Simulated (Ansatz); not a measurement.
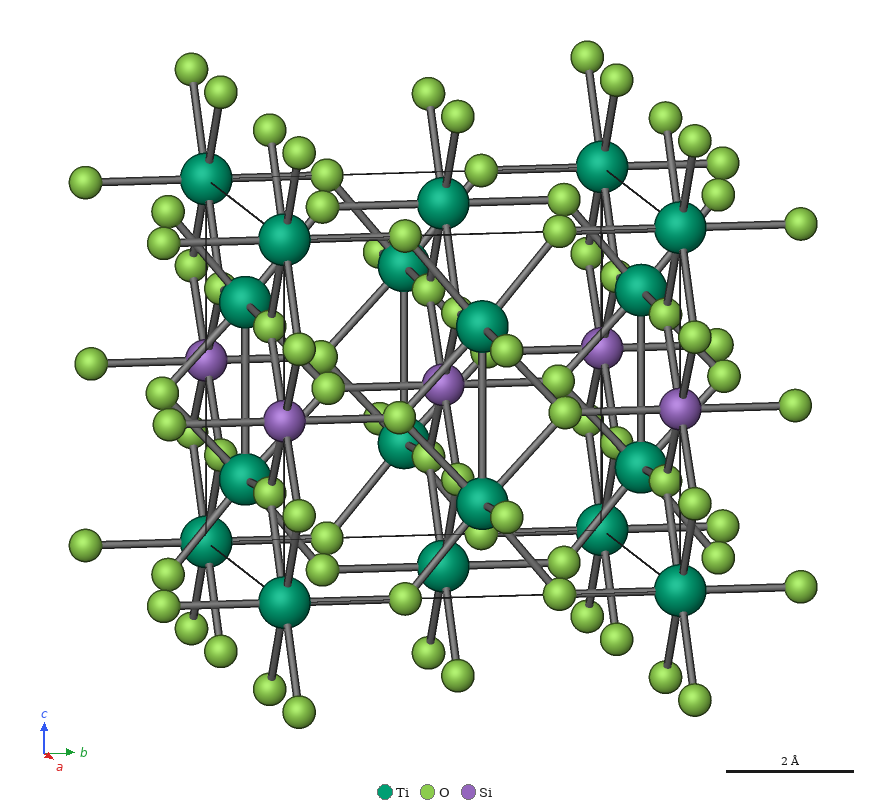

Drawn in the ball-and-stick manner and seen slightly off an axis. The conventional unit cell is drawn as a box. Some neighbours outside the box are added.

Ti3SiO8, space group Cmmm (No. 65), a = 6.341 Å, b = 6.357 Å, c = 5.787 Å, α = 90.00°, β = 90.00°, γ = 90.00°. Starting structure: a structure type filled with these elements by a generator (whether the compound takes this form wasn't checked). Earlier steps of the study, as a rule a relaxation of our own, may have changed the cell and positions, so they can lie some per cent off the listed ones. An electronic-structure calculation with Ansatz was run on it.

This one geometry was computed with Ansatz (DFT, plane waves, PAW) at four levels of theory: PBE, PBE0, r2SCAN and HSE06. It was relaxed beforehand with r2SCAN.

### Which level gives the highest pressure at this volume, and what does that say about its equilibrium volume?

Highest: PBE (6.1 GPa), which points to the largest equilibrium volume. Lowest, with the smallest volume: PBE0 (-2.8 GPa) and HSE06 (-2.7 GPa). Levels within 0.5 GPa of each other can't be told apart.

### How does the band gap change with the level of theory?

PBE: a gap of 1.61 eV, direct; r2SCAN: a gap of 1.97 eV, direct; HSE06: a gap of 3.15 eV, direct; PBE0: a gap of 3.92 eV, direct.

### Collect the results in a table.

| level | cutoff (eV) | k-mesh of the run's cell | gap (eV) | pressure (GPa) |
| --- | --- | --- | --- | --- |
| PBE | 420 | 6×6×4 | 1.61 | 6.1 |
| PBE0 | 420 | 4×4×4 | 3.92 | -2.8 |
| r2SCAN | 500 | 6×6×4 | 1.97 | 0.0 |
| HSE06 | 420 | 4×4×4 | 3.15 | -2.7 |

Gaps are taken on the k-mesh or band path of each run.
